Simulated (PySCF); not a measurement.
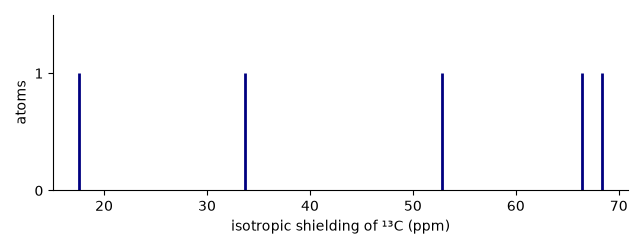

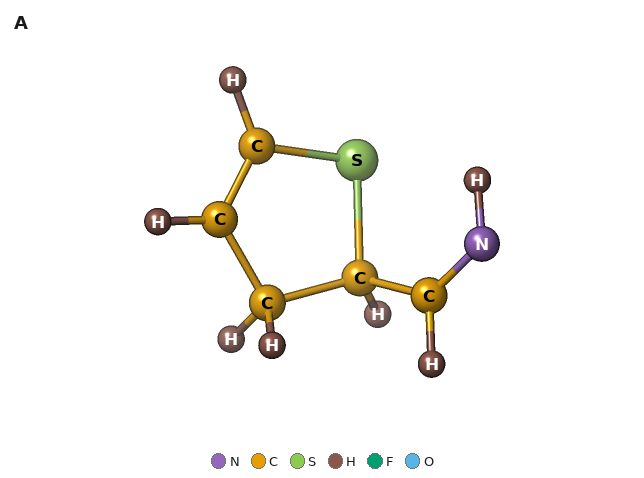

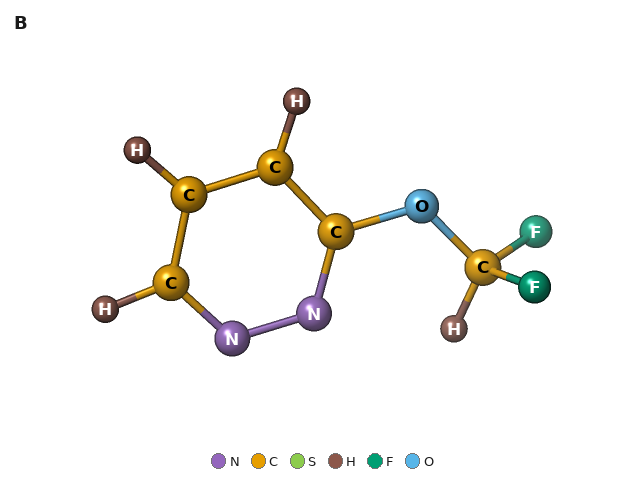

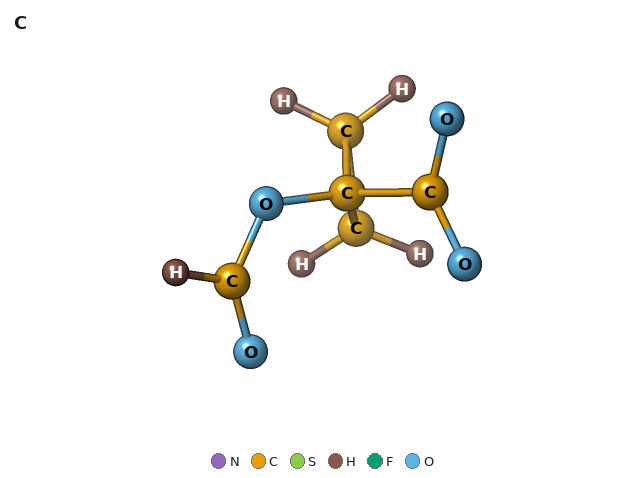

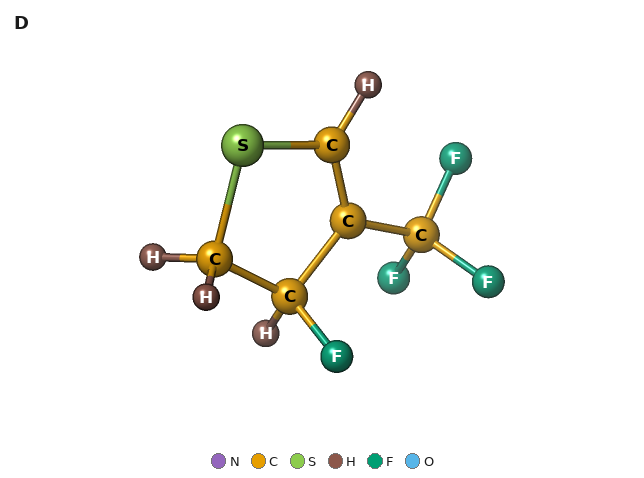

The sticks are computed shieldings of one of the molecules, for one fixed geometry (GFN2-xTB) without averaging over rotations. Low shielding means a high chemical shift. Method: GIAO PBE0/pcSseg-1 NMR shielding, non-relativistic, gas phase (PySCF 2.14.0).

**Which molecule gives this pattern?**

B, `FC(F)Oc1cccnn1`. Its 5 C atoms give lines at 17.6, 33.7, 52.8, 66.4, 68.3 ppm.
